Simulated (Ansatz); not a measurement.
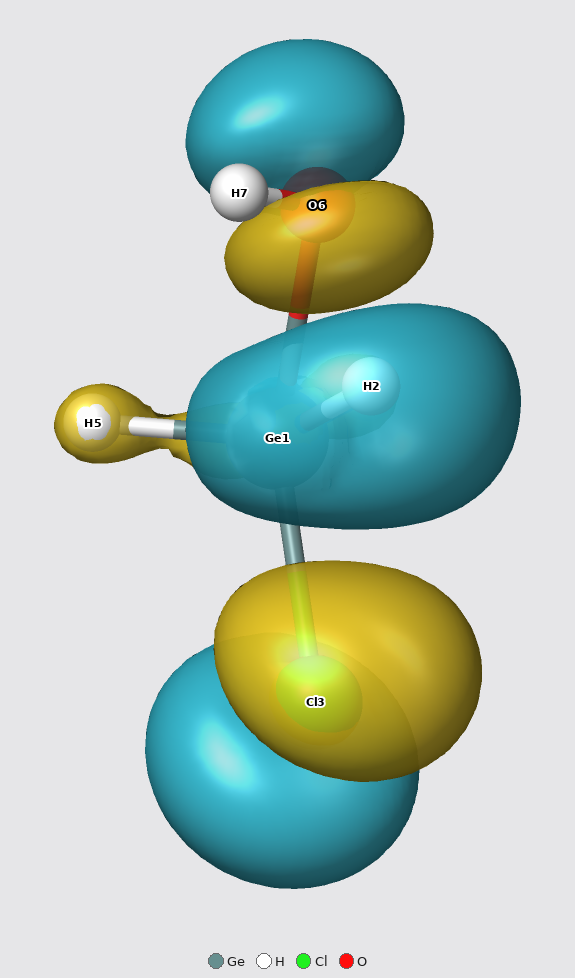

Figure. ClGeH$_{4}$O (doublet). The HOMO (α) at ±0.08 Å⁻³ᐟ² (yellow and cyan are the two phases), seen at an oblique angle.

These are results of UKS r2SCANh-D4/def2-SVP (Ansatz), not measurements.

The calculation's input:

```
crystal:
  periodic: [false, false, false]
  atoms:
    - { symbol: Ge, position_ang: [0.162417, -0.02052, 0.337557] }
    - { symbol: H, position_ang: [1.096795, 0.117086, 1.569202] }
    - { symbol: Cl, position_ang: [1.583164, 0.008421, -1.329892] }
    - { symbol: H, position_ang: [-0.75445, 1.176537, 0.134255] }
    - { symbol: H, position_ang: [-0.517942, -1.382245, 0.236133] }
    - { symbol: O, position_ang: [-0.856884, 0.061079, 2.589832] }
    - { symbol: H, position_ang: [-0.594001, -0.761458, 3.048313] }
magnetization:
  spin_polarized: true
  initial_magnetization: 1
basis:
  gaussian: { orbitals: def2-SVP }
hamiltonian:
  xc: r2scanh
  dispersion: d4
relax:
  f_tol: 0.03
  max_steps: 50
output:
  orbitals: {}
```

Launched as:

```sh
ansatz run input.yaml --threads 4 --pin off --max-ram 5120MiB --backend cpu --events-out ev --progress --plain --runs-dir out
```

The fields are those of the run's last geometry, not of the input's.

Describe this orbital and give its energy.

It lies mainly on Cl3 (about 35 %), O6 (about 25 %), H2 (about 20 %) and Ge1 (about 15 %). Its energy is −7.20 eV.
